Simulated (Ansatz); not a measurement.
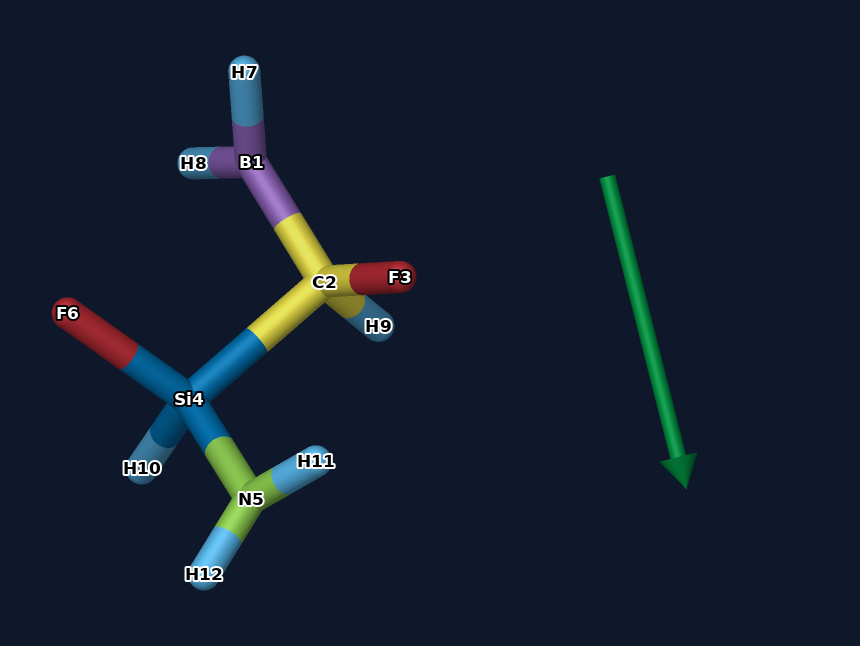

The arrow beside the molecule shows the direction of the dipole moment, from the negative to the positive end (its length means nothing). The computed structure is the end point of a PBE-D4/def2-SVP optimisation. No frequency run is at hand to confirm it as a minimum. Properties computed with RKS PBE-D4/def2-SVP (Ansatz 0.2.0).

Estimate the dipole moment.

2.26 D; it points from the side of H7 to the side of H12 (the outermost atoms at the two ends).
